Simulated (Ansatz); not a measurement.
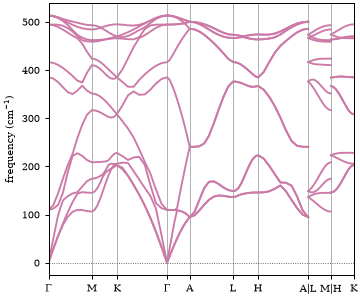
Figure. Phonon dispersion of Si in space group P6_3/mmc (No. 194; Si on 4f), r²SCAN (plane waves, PAW; program Ansatz); imaginary frequencies are drawn negative

Problem. Is this phase dynamically stable?

Solution. Yes, on this path no branch is imaginary.

Problem. How high does the spectrum reach?

Solution. About 510 cm⁻¹ (15.4 THz).

The first step of the workflow began from a Materials Project structure, measured or hypothetical; the Crystallography Open Database copy checked does not list it. It is not the phase usual at ambient conditions (space group No. 227). The cell was relaxed with r²SCAN under the symmetry of its start.

Potentials: the earlier of the program's two PAW sets.
